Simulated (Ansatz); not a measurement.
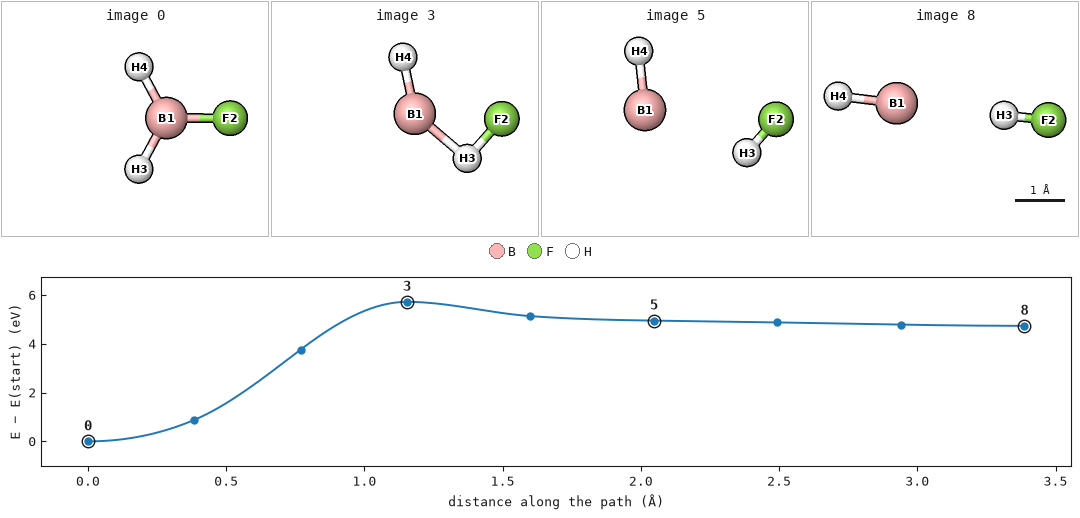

A search for the minimum-energy path of BH2F by the nudged elastic band. Images are numbered from 0 (start) to 8 (end). The picture is a ball-and-stick view, seen face on.

Level of theory: Ansatz 0.2.0, RHF/def2-TZVP.

Input
```yaml
crystal:
  periodic: [false, false, false]
  atoms:
    - { symbol: B, position_ang: [0.307206, 0.0, 0.133093] }
    - { symbol: F, position_ang: [0.362181, 0.0, 1.438504] }
    - { symbol: H, position_ang: [1.330829, 0.0, -0.473225] }
    - { symbol: H, position_ang: [-0.763915, 0.0, -0.384671] }
basis:
  gaussian: { orbitals: def2-TZVP }
hamiltonian:
  xc: hf
neb:
  order_check: false
  images: 7
  f_tol: 0.05
  max_iterations: 60
  final_atoms:
    - { symbol: B, position_ang: [-0.47262543, -0.00060403, -0.49712891] }
    - { symbol: F, position_ang: [1.89902198, 0.00018179, 1.54195272] }
    - { symbol: H, position_ang: [1.20855172, 0.00021113, 0.94343512] }
    - { symbol: H, position_ang: [-1.39864726, 0.0002111, -1.27455793] }
  initial_path:
    images:
      - { positions_ang: [[0.307206, 0.0, 0.133093], [0.362181, 0.0, 1.438504], [1.330829, 0.0, -0.473225], [-0.763915, 0.0, -0.384671]] }
      - { positions_ang: [[0.23049016, 0.0, 0.09967186], [0.49075191, 0.0, 1.38925031], [1.34524906, 0.0, -0.33732673], [-0.83019013, 0.0, -0.43789444]] }
      - { positions_ang: [[0.15377433, 0.0, 0.06625072], [0.61932282, 0.0, 1.33999661], [1.35966913, 0.0, -0.20142846], [-0.89646527, 0.0, -0.49111787]] }
      - { positions_ang: [[0.07705849, 0.0, 0.03282958], [0.74789372, 0.0, 1.29074292], [1.37408919, 0.0, -0.06553019], [-0.9627404, 0.0, -0.54434131]] }
      - { positions_ang: [[0.00034265, 0.0, -0.00059156], [0.87646463, 0.0, 1.24148923], [1.38850925, 0.0, 0.07036808], [-1.02901553, 0.0, -0.59756474]] }
      - { positions_ang: [[-0.11789937, -0.00015101, -0.1247259], [1.13210397, 4.545e-05, 1.3166051], [1.34351987, 5.278e-05, 0.28863484], [-1.12142347, 5.278e-05, -0.76681304]] }
      - { positions_ang: [[-0.23614139, -0.00030202, -0.24886024], [1.3877433, 9.09e-05, 1.39172098], [1.29853049, 0.00010557, 0.5069016], [-1.2138314, 0.00010555, -0.93606133]] }
      - { positions_ang: [[-0.35438341, -0.00045302, -0.37299458], [1.64338264, 0.00013635, 1.46683685], [1.2535411, 0.00015835, 0.72516836], [-1.30623933, 0.00015833, -1.10530963]] }
      - { positions_ang: [[-0.47262543, -0.00060403, -0.49712891], [1.89902198, 0.00018179, 1.54195272], [1.20855172, 0.00021113, 0.94343512], [-1.39864726, 0.0002111, -1.27455793]] }
```

Launched with:
```bash
ansatz run input.yaml --threads 1 --pin off --max-ram 2048MiB --backend cpu --events-out ev --progress --plain --runs-dir out
```

Question: Describe the mechanism and the energy profile.

Answer: Breaking: B1–F2 (1.31 → 1.79 at the top → 3.13 Å), B1–H3 (1.19 → 1.41 at the top → 2.21 Å). Forming: F2–H3 (2.14 → 1.08 at the top → 0.91 Å). The highest point, image 3, lies 5.72 eV above the start and 0.98 eV above the end; the end is at +4.74 eV relative to the start. The band is converged. At the top, the vibrational analysis gives one imaginary mode (1632i cm⁻¹), as a transition state must have.
